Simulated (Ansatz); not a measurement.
**Strength of the O–Si bond: CH8O4Si2 → Si2H5O3 + CH3O**

Species: CH8O4Si2 `CO[SiH](O)O[SiH2]O`, singlet; Si2H5O3 `O[SiH]O[SiH2]O`, doublet; CH3O `C[O]`, doublet. 

Shapes, held fixed at every level: PBE0-D4/def2-TZVP. Flexible molecules stand in one conformer, not always the lowest. Programs: Ansatz 0.2.0. Electronic energies: no zero-point or thermal term.

```json
{"level": "HF/def2-TZVPP", "kind": "Hartree–Fock", "ΔE (kJ/mol)": "+407.1", "less CCSD(T)/CBS estimate": "-134.1"}
{"level": "r2SCAN-D4/def2-TZVPP", "kind": "meta-GGA", "ΔE (kJ/mol)": "+493.1", "less CCSD(T)/CBS estimate": "-48.1"}
{"level": "B3LYP-D4/def2-TZVPP", "kind": "global hybrid", "ΔE (kJ/mol)": "+500.7", "less CCSD(T)/CBS estimate": "-40.5"}
{"level": "wB97X-V/def2-TZVPP", "kind": "range-separated hybrid", "ΔE (kJ/mol)": "+520.6", "less CCSD(T)/CBS estimate": "-20.6"}
{"level": "B2PLYP/def2-TZVPP", "kind": "double hybrid", "ΔE (kJ/mol)": "+513.5", "less CCSD(T)/CBS estimate": "-27.7"}
{"level": "CCSD(T)/def2-TZVPP", "kind": "coupled cluster or CI", "ΔE (kJ/mol)": "+527.6", "less CCSD(T)/CBS estimate": "-13.6"}
{"level": "CCSD(T)/CBS estimate", "kind": "coupled cluster or CI", "ΔE (kJ/mol)": "+541.2", "less CCSD(T)/CBS estimate": "0.0"}
```

The highest level, CCSD(T)/CBS estimate, gives ΔE = +541.2 kJ/mol; the levels span +407.1 to +541.2. The column of differences is taken from that level and isn't an error. Hartree–Fock misses the correlation of the pair that is broken and comes out low. No measured value is set beside it here. Open shells run unrestricted unless RO is named. The CBS estimate extrapolates MP2 from def2-TZVPP and def2-QZVPP and adds CCSD(T) − MP2 in the triple-zeta set, cores frozen.

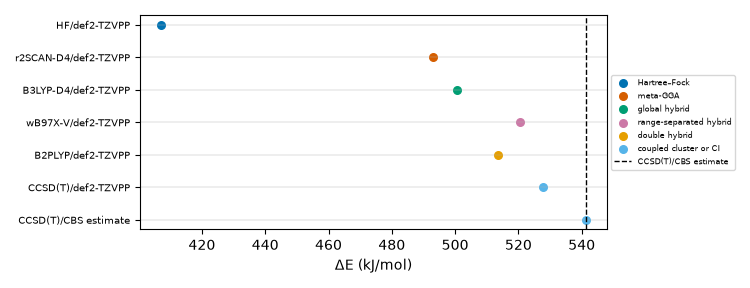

The values of the table, level by level.
